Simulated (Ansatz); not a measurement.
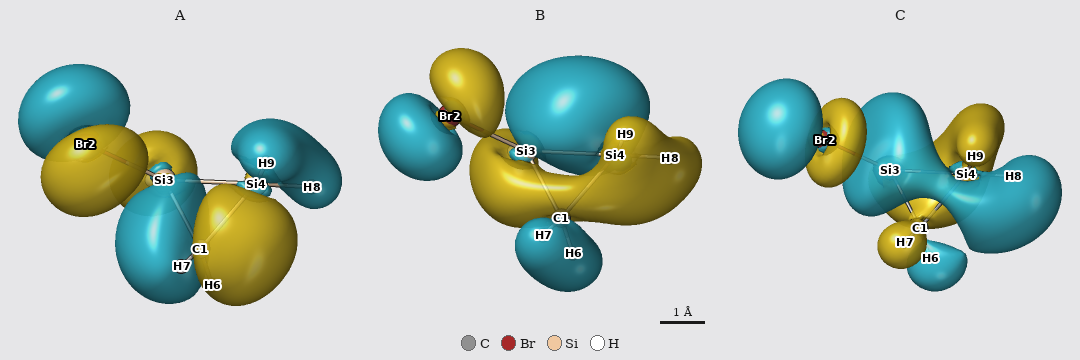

CH$_{5}$BrSi$_{2}$. Three frontier orbitals at ±0.06 Å⁻³ᐟ² (yellow and cyan are the two phases), in no order.

Geometry: B3LYP-D3(BJ)/def2-SVP.

Level of theory: isolated molecule in a Gaussian basis; Kohn-Sham density functional theory, functional PBE0 in Ansatz 0.2.0.

```
atom    x (Å)    y (Å)    z (Å)
   C  -1.0822   1.6576   0.5087
  Br  -4.2439   0.3454  -0.2656
  Si  -2.9532   1.9024   0.6974
  Si  -1.5170   1.3756   2.3648
   H  -3.4961   3.2582   0.4344
   H  -0.4824   2.5404   0.2455
   H  -0.7432   0.7705  -0.0442
   H  -1.0145   2.3857   3.3327
   H  -1.3897  -0.0225   2.8480
```

Which picture is the HOMO−1, the HOMO and the LUMO?

A is the HOMO−1 (−7.90 eV). It lies mainly on C1 (about 35 %), Br2 (about 25 %), Si4 (about 15 %) and Si3 (about 10 %). B is the HOMO (−6.83 eV). By Hirshfeld shares it lies mainly on Si4 (about 35 %), Si3 (about 30 %), Br2 (about 15 %) and C1 (about 10 %). C is the LUMO (−1.03 eV). Its weight (Hirshfeld) is mainly on Si3 (about 30 %), Br2 (about 25 %) and Si4 (about 25 %).

What is the HOMO–LUMO gap?

5.80 eV between the orbital energies.
